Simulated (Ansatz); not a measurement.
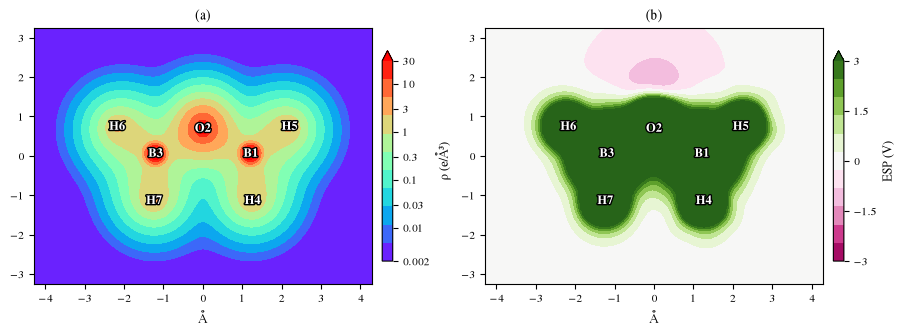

B$_{2}$H$_{4}$O. (a) electron density; (b) molecular electrostatic potential on the molecular plane.

Geometry: PBE0-D4/def2-TZVP.

The calculation used Ansatz, RKS PBE0-D4/def2-TZVPP.

The calculation's input:

```
crystal:
  periodic: [false, false, false]
  atoms:
    - {symbol: B, position_ang: [-1.059763, 0.214347, -0.528894]}
    - {symbol: O, position_ang: [-0.163257, 0.458586, 0.471655]}
    - {symbol: B, position_ang: [1.049218, -0.157401, 0.593875]}
    - {symbol: H, position_ang: [-0.796746, -0.590791, -1.377960]}
    - {symbol: H, position_ang: [-2.085768, 0.827796, -0.510366]}
    - {symbol: H, position_ang: [1.734628, 0.155936, 1.521984]}
    - {symbol: H, position_ang: [1.382989, -0.976672, -0.215894]}
basis:
  gaussian: {orbitals: def2-TZVPP}
hamiltonian: {xc: pbe0, dispersion: d4}
output: {orbitals: {seedname: orbitals}}
```

Launched as:

```sh
ansatz run in.yaml --threads 4 --pin off --events-out ev --progress --plain --max-ram 10444MiB
```

Question: What does the map show?

Answer:
- The section cuts through B, O and H sites.
- B–O (1.37 Å): ρ at the midpoint is about 2.1 e/Å³.
- B–H (1.20 Å): the density is about 1.3 e/Å³ at the midpoint.
- Outside the dense part of the molecule the potential is most negative (−1.2 V) near O2.
